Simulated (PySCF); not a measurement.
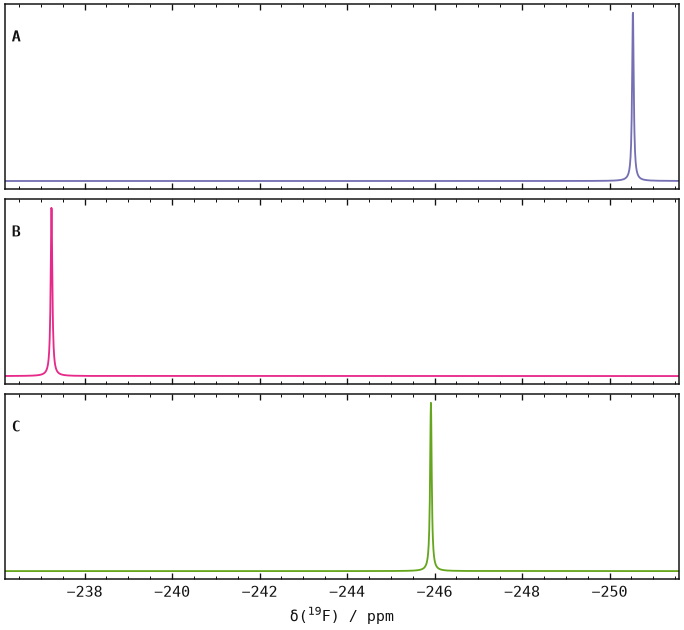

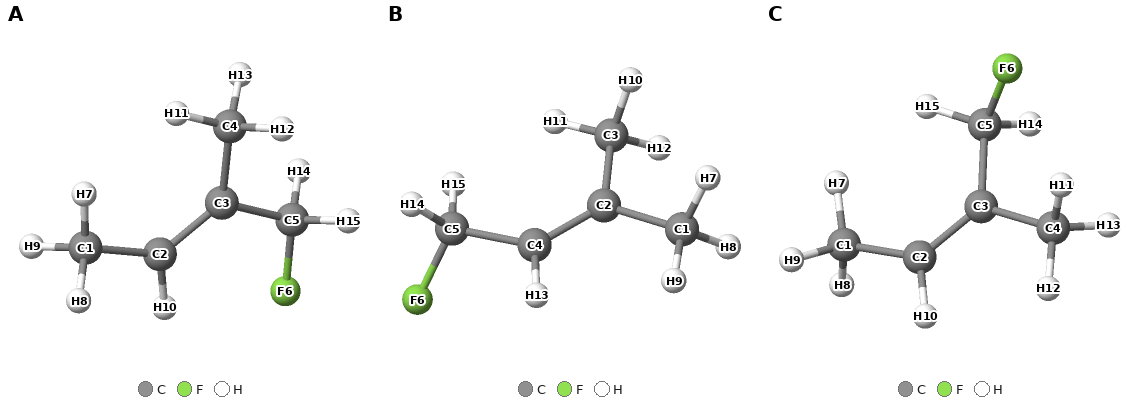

Related molecules: A is C₅H₉F, SMILES C/C=C(\C)CF; B is C₅H₉F, SMILES CC(C)=CCF; C is C₅H₉F, SMILES C/C=C(/C)CF. GIAO ¹⁹F shifts against CFCl₃ (¹⁹F: this reference is a hard case for the method, so all values can be off together by tens of ppm, and differences between signals are safer), PBE0/pcSseg-1 with PySCF, at a PBE0-D3(BJ)/def2-SVP geometry (no frequency check); fully decoupled, line heights follow the number of nuclei within a panel, widths are arbitrary (no quadrupolar broadening); values of one conformer, averaged over nuclei that symmetry or rotation about single bonds exchange, these motions taken as fast; other conformers aren't averaged in.

Question: How does the ¹⁹F shift respond?

Answer: From A (−250.5 ppm) to B (−237.2 ppm) the nucleus is deshielded by 13.3 ppm. From A (−250.5 ppm) to C (−245.9 ppm) the nucleus is deshielded by 4.6 ppm.
